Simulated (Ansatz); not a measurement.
**C2H5NSi: ladder of methods at one geometry in Python**

How do the methods compare on C2H5NSi, in result and in cost? Aim: a ladder of methods at one geometry, for C2H5NSi, run from a script. SMILES: [SiH3]C1C=N1.

Program: the Python package of Ansatz 0.2.0. The levels of theory stand in the script. These are calculated values, not measurements.

## 1. Starting point

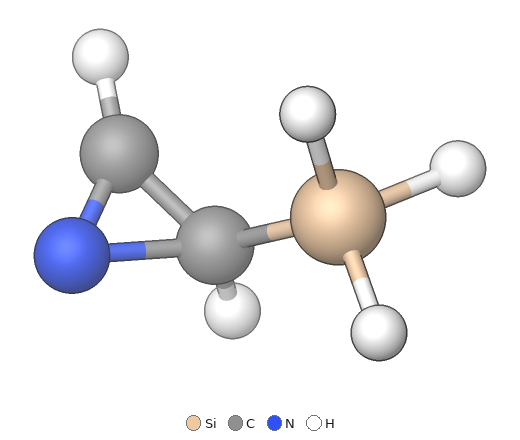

The structure that the script starts from, seen from a chosen angle (silicon light orange, carbon grey, nitrogen blue, hydrogen white).

No structure file is read: the coordinates are typed or built in the script.

## 2. Script

The input, c2h5nsi_methods.py:

```python
"""One geometry of C2H5NSi, method by method."""

from pathlib import Path
import argparse
import warnings

import ansatz as az
from ase import Atoms
import numpy as np

parser = argparse.ArgumentParser(description="One geometry of C2H5NSi, method by method.")
parser.add_argument("--basis-set", required=True, help="Gaussian basis set")
args = parser.parse_args()


def main() -> None:
    warnings.simplefilter("ignore", az.DeckWarning)

    atoms = Atoms(["Si", "C", "C", "N", "H", "H", "H", "H", "H"], positions=[
        (-0.4274, 0.8251, -0.681),
        (0.3759, -0.67, -0.1248),
        (0.424, -0.8964, 1.2531),
        (1.6463, -0.5274, 0.8377),
        (-1.8346, 0.5139, -1.1937),
        (-0.6527, 1.8609, 0.4133),
        (0.2702, 1.5231, -1.8133),
        (0.4937, -1.4782, -0.8197),
        (-0.2069, -1.1973, 2.1114),
    ])
    molecule = az.Crystal.molecule_from_ase(atoms)

    calculation = molecule.calculation()
    calculation = calculation.basis(gaussian=args.basis_set)
    calculation = calculation.accuracy("high")
    calculation = calculation.scf(lower_state_search="standard")

    print("functional    E (Ha)        dipole (D)   HOMO (eV)  LUMO (eV)")
    for name in ["lc_wpbe", "hf", "hse06", "r2scan", "pbe0"]:
        report = calculation.functional(name).forces().orbitals().run(threads=1, pin="off", runs_dir="runs").report
        lines = Path(report["orbitals_path"]).read_text().splitlines()
        field_of = lambda key: [line.split("=")[1].strip() for line in lines if line.startswith(key)]
        orbitals = [(27.211386 * float(e), s, float(n)) for e, s, n in zip(field_of("Ene="), field_of("Spin="), field_of("Occup="))]
        homo = max(e for e, _, n in orbitals if n > 0.5)
        lumo = min(e for e, _, n in orbitals if n < 0.5)
        dipole = 4.803205 * np.linalg.norm(report["charge_distribution"]["dipole_moment_e_ang"])
        print(f"{name:10s} {report['free_energy_ev'] / 27.211386246:14.6f} {dipole:9.3f} {homo:11.3f} {lumo:10.3f}")


if __name__ == "__main__":
    main()
```

## 3. What the engine is handed

The package turns the script's settings into the engine's input (first run):

```yaml
crystal:
  periodic: [false, false, false]
  atoms:
    - { symbol: Si, position_ang: [-0.4274, 0.8251, -0.681] }
    - { symbol: C, position_ang: [0.3759, -0.67, -0.1248] }
    - { symbol: C, position_ang: [0.424, -0.8964, 1.2531] }
    - { symbol: "N", position_ang: [1.6463, -0.5274, 0.8377] }
    - { symbol: H, position_ang: [-1.8346, 0.5139, -1.1937] }
    - { symbol: H, position_ang: [-0.6527, 1.8609, 0.4133] }
    - { symbol: H, position_ang: [0.2702, 1.5231, -1.8133] }
    - { symbol: H, position_ang: [0.4937, -1.4782, -0.8197] }
    - { symbol: H, position_ang: [-0.2069, -1.1973, 2.1114] }
accuracy: high
basis:
  gaussian:
    orbitals: def2-SVP
hamiltonian:
  xc: lc_wpbe
scf:
  lower_state_search: standard
output:
  orbitals: {}
  forces: true
```

## 4. The run

Command:

```sh
> python c2h5nsi_methods.py --basis-set def2-SVP
```

Log:

```text
functional    E (Ha)        dipole (D)   HOMO (eV)  LUMO (eV)
lc_wpbe       -422.969610     2.334     -10.650      1.022
hf            -421.703279     2.664     -10.649      2.646
hse06         -422.857934     2.279      -7.480     -1.892
r2scan        -423.046981     2.262      -6.877     -2.468
pbe0          -422.871860     2.281      -7.884     -1.499
```

It took 44 s on 1 thread of Arm Neoverse V2, shared host; peak memory 0.37 GiB.

## 5. Inputs of later runs

The engine's inputs for some of the other runs:

Run 3, against run 1:

```diff
@@ -18 +18 @@
-  xc: lc_wpbe
+  xc: hse06
```

Run 4, against run 1:

```diff
@@ -18 +18 @@
-  xc: lc_wpbe
+  xc: r2scan
```

Run 5, against run 1:

```diff
@@ -18 +18 @@
-  xc: lc_wpbe
+  xc: pbe0
```

## 6. Run by run

The 5 runs, in the order started:

| run | functional | energy (eV) | SCF cycles | CPU time (s) |
| --- | --- | --- | --- | --- |
| 1 | lc_wpbe | -11509.5894 | 25 | 8.6 |
| 2 | hf | -11475.1308 | 14 | 3.8 |
| 3 | hse06 | -11506.5506 | 23 | 9.3 |
| 4 | r2scan | -11511.6948 | 22 | 13 |
| 5 | pbe0 | -11506.9295 | 22 | 8.7 |

Totals under unlike functionals or potentials can't be compared directly.

The fields below are those of run 1.

## 7. The molecule's orbitals and density

The fields below are evaluated on a grid from the run's orbitals.

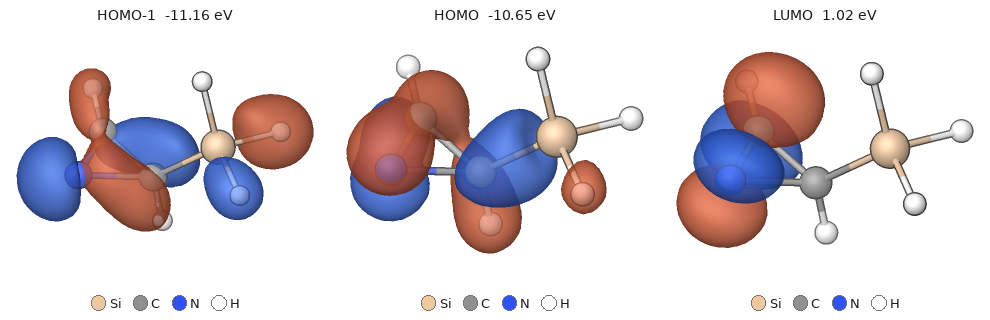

LC-ωPBE/def2-SVP orbitals near the gap, drawn at the value that encloses 70 % of each; the two colours are the two signs.

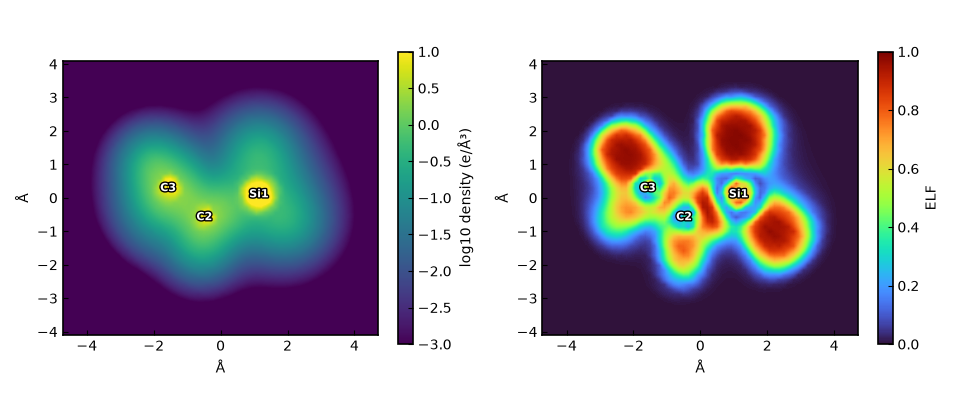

Density (left) and ELF (right) in a plane through or near 3 of the atoms.

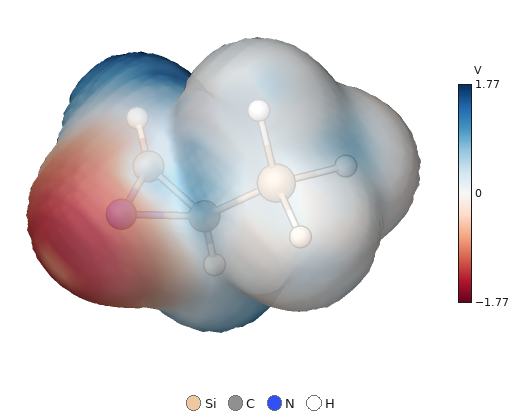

The potential that a unit positive charge feels on the 0.002 e/bohr³ surface, from -1.45 V near N4 to 1.77 V near H9.

## 8. Summary of results

| quantity | value |
| --- | --- |
| runs compared | 5 |
| HOMO-LUMO gap of the mean field (LC-ωPBE/def2-SVP) | 11.67 eV |

All 5 runs converged (14 to 25 cycles). The geometry is a force-field or estimated start, not a minimum of this method, and the basis set is short of its limit. A lower total doesn't mark the better method: functionals have no common bound, and MP2 and coupled cluster aren't variational. Levels such as HOMO and LUMO are orbital energies: with these approximate functionals they aren't the ionisation energy and electron affinity, and their gap isn't the fundamental gap. hse06 follows the composition of plane-wave codes, whose totals differ by tens of mHa, up to about 0.1 Ha, from the form usual in Gaussian-basis programs (wpbeh).
